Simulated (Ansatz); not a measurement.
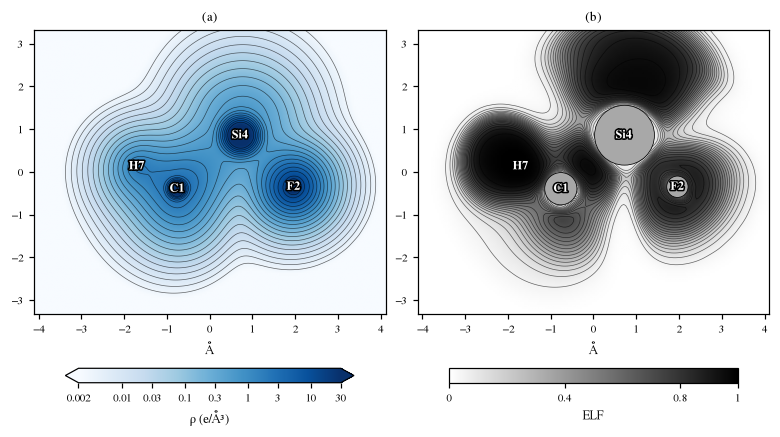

*CH₃F₂Si (SMILES C[Si-](F)F) (charge −1). (a) electron density; (b) ELF on the plane of atoms C1, Si4 and F2. Grey discs cover the atomic cores in the ELF map.*

Geometry: PBE0-D3(BJ)/def2-SVPD.

Method: isolated molecule in a Gaussian basis; Kohn-Sham density functional theory, functional PBE0 (Ansatz 0.2.0).

The calculation's input:

```
crystal:
  periodic: [false, false, false]
  atoms:
    - {symbol: C, position_ang: [1.220095, 0.069486, 0.199854]}
    - {symbol: F, position_ang: [-1.269515, -0.990551, 0.533747]}
    - {symbol: F, position_ang: [-0.931769, 1.519175, 1.037154]}
    - {symbol: Si, position_ang: [-0.233757, 0.006247, 1.490411]}
    - {symbol: H, position_ang: [0.838155, 0.321872, -0.805728]}
    - {symbol: H, position_ang: [1.735215, -0.905461, 0.144655]}
    - {symbol: H, position_ang: [1.967513, 0.827945, 0.491462]}
basis:
  gaussian: {orbitals: def2-TZVPD}
total_charge: -1
hamiltonian: {xc: pbe0}
output: {forces: true, orbitals: {seedname: orbitals}}
```

Run with:

```sh
ansatz run input.yaml --threads 2 --pin off --max-ram 4350MiB --events-out events.jsonl --progress --plain --runs-dir runs
```

Interpret the plot.

The section cuts through C, F, Si and H sites.
Si–F (1.73 Å): ρ is about 0.86 e/Å³ halfway; the ELF peaks at about 0.85 in the valence shell of F, 0.6 Å from its nucleus, and is about 0.55 at the midpoint.
C–Si (1.95 Å): ρ is about 0.86 e/Å³ halfway; the ELF peaks at about 0.95 between the atoms; a covalent bond.
C–H (1.10 Å): the density is about 1.9 e/Å³ at the midpoint; the ELF climbs to about 1 towards the hydrogen, as it does in any bond to H; a covalent bond by its length.
The ELF also peaks beside F2 and Si4, away from the bonds: lone-pair regions.
